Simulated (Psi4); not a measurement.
Run report: CClFGeN, single-point calculation

The run: single-point calculation of CClFGeN, multiplicity 2, SMILES N#[C][Ge]([F])[Cl]. Method and program: B3LYP/aug-pcseg-0, UKS (Psi4 1.11).

The geometry comes from this level: PBE0-D4/def2-TZVP.

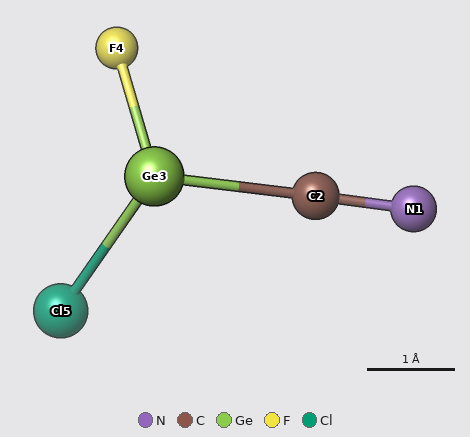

**Figure 1.** The input geometry (ball-and-stick view, seen on its broad side; atoms are numbered from 1 in the order of the input). Sticks mark near contacts. Bond lengths as drawn: Cl–Ge 2.13 Å, C–Ge 1.93 Å, C–N 1.15 Å and F–Ge 1.73 Å.

Summary:

```json
{"quantity": "outcome", "value": "converged"}
{"quantity": "total energy", "value": "−2726.390009 hartree"}
{"quantity": "basis functions", "value": "82"}
{"quantity": "⟨S²⟩", "value": "0.752"}
{"quantity": "dipole moment", "value": "2.82 D"}
{"quantity": "hardware", "value": "1 thread of Intel Xeon (Sapphire Rapids), 16 GiB of memory available, shared host"}
{"quantity": "wall time", "value": "12 s"}
{"quantity": "peak memory", "value": "0.81 GiB"}
```

Input (calc.inp):
```
memory 1600 mb

molecule mol {
  0 2
  N      2.21060162    -2.51881595     2.94230358
  C      1.22397561    -1.42674322     1.33660329
  Ge    -0.11943069     0.24037316    -1.61269227
  F     -3.25429736    -0.64817606    -1.72607584
  Cl     0.03307021     4.21427823    -1.01856238
  units bohr
  symmetry c1
}

set {
  basis aug-pcseg-0
  reference uks
  puream true
  scf_type pk
  dft_radial_points 99
  dft_spherical_points 590
  maxiter 100
}

result, w = energy('b3lyp', return_wfn=True)
```

Launch command:
```bash
psi4 calc.inp calc.out -n 1
```

Output:
```
Psi4 1.11 release

   => Loading Basis Set <=

    Name: AUG-PCSEG-0
    Role: ORBITAL
    Keyword: BASIS

         ---------------------------------------------------------
                                   SCF
                              UKS Reference
                        1 Threads,   1525 MiB Core
         ---------------------------------------------------------

  ==> Geometry <==

    Molecular point group: c1
    Full point group: C1

    Geometry (in Bohr), charge = 0, multiplicity = 2:

       Center              X                  Y                   Z               Mass
    ------------   -----------------  -----------------  -----------------  -----------------
         N            2.365617047374    -3.171423415708     3.789538247113    14.003074004430
         C            1.378991037374    -2.079350685708     2.183837957113    12.000000000000
         GE           0.035584737374    -0.412234305708    -0.765457602887    73.921177761000
         F           -3.099281932626    -1.300783525708    -0.878841172887    18.998403162730
         CL           0.188085637374     3.561670764292    -0.171327712887    34.968852682000

  Running in c1 symmetry.

  Rotational constants: A =      0.12480  B =      0.06913  C =      0.04960 [cm^-1]
  Rotational constants: A =   3741.46465  B =   2072.56857  C =   1487.09486 [MHz]
  Nuclear repulsion =  409.391810799970472

  Charge       = 0
  Multiplicity = 2
  Electrons    = 71
  Nalpha       = 36
  Nbeta        = 35

  ==> Algorithm <==

  SCF Algorithm Type is PK.
  DIIS enabled.
  MOM disabled.
  Fractional occupation disabled.
  Guess Type is SAD.
  Energy threshold   = 1.00e-06
  Density threshold  = 1.00e-06
  Integral threshold = 1.00e-12

  ==> Primary Basis <==

  Basis Set: AUG-PCSEG-0
    Blend: AUG-PCSEG-0
    Number of shells: 42
    Number of basis functions: 82
    Number of Cartesian functions: 83
    Spherical Harmonics?: true
    Max angular momentum: 2

  ==> DFT Potential <==

   => LibXC <=

    Version 7.1.2

   => Composite Functional: B3LYP <=

    B3LYP Hyb-GGA Exchange-Correlation Functional

    Deriv               =              1
    GGA                 =           TRUE
    Meta                =          FALSE

    Exchange Hybrid     =           TRUE
    MP2 Hybrid          =          FALSE

   => Exchange Functionals <=

    0.0800   Slater exchange
    0.7200         Becke 88

   => Exact (HF) Exchange <=

    0.2000               HF

   => Correlation Functionals <=

    0.1900   Vosko, Wilk & Nusair (VWN5_RPA)
    0.8100   Lee, Yang & Parr

   => LibXC Density Thresholds  <==

    XC_HYB_GGA_XC_B3LYP:  1.00E-15

   => Molecular Quadrature <=

    Radial Scheme          =       TREUTLER
    Pruning Scheme         =           NONE
    Nuclear Scheme         =       TREUTLER

    Blocking Scheme        =         OCTREE
    BS radius alpha        =              1
    Pruning alpha          =              1
    Radial Points          =             99
    Spherical Points       =            590
    Total Points           =         283162
    Total Blocks           =           2146
    Max Points             =            256
    Max Functions          =             75
    Weights Tolerance      =       1.00E-15

  ==> Integral Setup <==

  Using in-core PK algorithm.
   Calculation information:
      Number of atoms:                   5
      Number of AO shells:              42
      Number of primitives:             75
      Number of atomic orbitals:        83
      Number of basis functions:        82

      Integral cutoff                 1.00e-12
      Number of threads:                 1

  Performing in-core PK
  Using 11583812 doubles for integral storage.
  We computed 347820 shell quartets total.
  Whereas there are 408156 unique shell quartets.

  ==> DiskJK: Disk-Based J/K Matrices <==

    J tasked:                  Yes
    K tasked:                  Yes
    wK tasked:                  No
    Memory [MiB]:              652
    Schwarz Cutoff:          1E-12

  Cached 100.0% of DFT collocation blocks in 0.481 [GiB].

  Minimum eigenvalue in the overlap matrix is 6.8007138887E-04.
  Reciprocal condition number of the overlap matrix is 1.0301784870E-04.
    Using symmetric orthogonalization.

  ==> Pre-Iterations <==

  SCF Guess: Superposition of Atomic Densities via on-the-fly atomic UHF (no occupation information).

   -------------------------
    Irrep   Nso     Nmo
   -------------------------
     A         82      82
   -------------------------
    Total      82      82
   -------------------------

  ==> Iterations <==

                        Total Energy        Delta E     RMS |[F,P]|

   @UKS iter SAD: -2722.66310643560337   -2.72266e+03   0.00000e+00
   @UKS iter   1: -2725.63906717935379   -2.97596e+00   1.58762e-02 DIIS/ADIIS
   @UKS iter   2: -2725.59568961827745    4.33776e-02   1.47597e-02 DIIS/ADIIS
   @UKS iter   3: -2726.13158541346729   -5.35896e-01   9.30774e-03 DIIS/ADIIS
   @UKS iter   4: -2726.34738660271159   -2.15801e-01   3.52254e-03 DIIS/ADIIS
   @UKS iter   5: -2726.38550440748395   -3.81178e-02   1.12910e-03 DIIS/ADIIS
   @UKS iter   6: -2726.38948013819481   -3.97573e-03   4.64606e-04 DIIS/ADIIS
   @UKS iter   7: -2726.38998798950070   -5.07851e-04   4.87308e-05 DIIS
   @UKS iter   8: -2726.39000780728747   -1.98178e-05   1.24964e-05 DIIS
   @UKS iter   9: -2726.39000926378958   -1.45650e-06   4.30246e-06 DIIS
   @UKS iter  10: -2726.39000938166328   -1.17874e-07   1.65054e-06 DIIS
   @UKS iter  11: -2726.39000940300502   -2.13417e-08   5.75359e-07 DIIS
  Energy and wave function converged.

  ==> Post-Iterations <==

   Electrons on quadrature grid:
      Nalpha   =   35.9999997459 ; deviation = -2.541e-07
      Nbeta    =   34.9999997600 ; deviation = -2.400e-07
      Ntotal   =   70.9999995059 ; deviation = -4.941e-07

   @Spin Contamination Metric:   1.515707581E-03
   @S^2 Expected:                7.500000000E-01
   @S^2 Observed:                7.515157076E-01
   @S   Expected:                5.000000000E-01
   @S   Observed:                5.000000000E-01

    Orbital Energies [Eh]
    ---------------------

    Alpha Occupied:

       1A   -398.646458     2A   -101.547611     3A    -49.382911
       4A    -44.442364     5A    -44.441493     6A    -44.441364
       7A    -24.743307     8A    -14.396321     9A    -10.272007
      10A     -9.404164    11A     -7.298807    12A     -7.288967
      13A     -7.287881    14A     -6.261072    15A     -4.545492
      16A     -4.542927    17A     -4.541947    18A     -1.367782
      19A     -1.356497    20A     -1.353047    21A     -1.352133
      22A     -1.350323    23A     -1.211582    24A     -0.990511
      25A     -0.887798    26A     -0.654828    27A     -0.533139
      28A     -0.490380    29A     -0.477097    30A     -0.450853
      31A     -0.418736    32A     -0.411834    33A     -0.405873
      34A     -0.391688    35A     -0.383852    36A     -0.309558

    Alpha Virtual:

      37A     -0.084263    38A     -0.081821    39A     -0.018446
      40A      0.011232    41A      0.013694    42A      0.017732
      43A      0.034959    44A      0.056624    45A      0.074214
      46A      0.085745    47A      0.093586    48A      0.097248
      49A      0.100578    50A      0.114688    51A      0.133442
      52A      0.149800    53A      0.165745    54A      0.193952
      55A      0.222461    56A      0.247348    57A      0.274939
      58A      0.278839    59A      0.302624    60A      0.312348
      61A      0.343851    62A      0.421642    63A      0.499312
      64A      0.722158    65A      0.756475    66A      0.812954
      67A      0.846986    68A      0.883446    69A      0.909729
      70A      0.925238    71A      1.069668    72A      1.099403
      73A      1.119796    74A      1.179476    75A      1.205984
      76A      1.320763    77A      1.331880    78A      1.600267
      79A      1.808675    80A      2.033441    81A      2.063331
      82A      2.165585

    Beta Occupied:

       1A   -398.644653     2A   -101.546103     3A    -49.381412
       4A    -44.440712     5A    -44.440338     6A    -44.439631
       7A    -24.739998     8A    -14.395372     9A    -10.269642
      10A     -9.402791    11A     -7.295410    12A     -7.287119
      13A     -7.286847    14A     -6.257756    15A     -4.542996
      16A     -4.540649    17A     -4.537649    18A     -1.364610
      19A     -1.353716    20A     -1.348790    21A     -1.348391
      22A     -1.346437    23A     -1.204088    24A     -0.987627
      25A     -0.879143    26A     -0.640201    27A     -0.520692
      28A     -0.481081    29A     -0.466177    30A     -0.442927
      31A     -0.411294    32A     -0.408039    33A     -0.402557
      34A     -0.385047    35A     -0.380270

    Beta Virtual:

      36A     -0.217608    37A     -0.075015    38A     -0.073576
      39A     -0.013086    40A      0.016079    41A      0.017923
      42A      0.021457    43A      0.042480    44A      0.064520
      45A      0.082253    46A      0.090941    47A      0.095193
      48A      0.098493    49A      0.103100    50A      0.115428
      51A      0.134025    52A      0.150517    53A      0.166232
      54A      0.195225    55A      0.223681    56A      0.247783
      57A      0.276121    58A      0.279966    59A      0.305086
      60A      0.313017    61A      0.345652    62A      0.432778
      63A      0.505405    64A      0.730411    65A      0.765835
      66A      0.821905    67A      0.849788    68A      0.892581
      69A      0.912275    70A      0.929396    71A      1.073860
      72A      1.102311    73A      1.125464    74A      1.183427
      75A      1.210935    76A      1.322841    77A      1.333336
      78A      1.603770    79A      1.812434    80A      2.038698
      81A      2.067813    82A      2.171798

    Final Occupation by Irrep:
              A
    DOCC [    35 ]
    SOCC [     1 ]
    NA   [    36 ]
    NB   [    35 ]

  @UKS Final Energy: -2726.39000940300502

   => Energetics <=

    Nuclear Repulsion Energy =            409.3918107999704716
    One-Electron Energy =               -4601.5324912711430443
    Two-Electron Energy =                1570.3167519910125520
    DFT Exchange-Correlation Energy =    -104.5660809228450319
    Empirical Dispersion Energy =           0.0000000000000000
    VV10 Nonlocal Energy =                  0.0000000000000000
    Total Energy =                      -2726.3900094030050241

  UHF NO Occupations:
  HONO-2 :   34  A 1.9998485
  HONO-1 :   35  A 1.9995881
  HONO-0 :   36  A 1.0000000
  LUNO+0 :   37  A 0.0004119
  LUNO+1 :   38  A 0.0001515
  LUNO+2 :   39  A 0.0001090
  LUNO+3 :   40  A 0.0000255

Computation Completed

Properties will be evaluated at   0.000000,   0.000000,   0.000000 [a0]

Properties computed using the SCF density matrix

 Multipole Moments:

 ------------------------------------------------------------------------------------
     Multipole            Electronic (a.u.)      Nuclear  (a.u.)        Total (a.u.)
 ------------------------------------------------------------------------------------

 L = 1.  Multiply by 2.5417464519 to convert [e a0] to [Debye]
 Dipole X            :         -0.9150648            1.2758956            0.3608308
 Dipole Y            :         -0.7983385            0.9737855            0.1754469
 Dipole Z            :         -5.3491892            4.3130105           -1.0361787
 Magnitude           :                                                    1.1111466

 ------------------------------------------------------------------------------------

	total time  =         10 seconds =       0.17 minutes

    Psi4 run time: 0:00:10.51
```
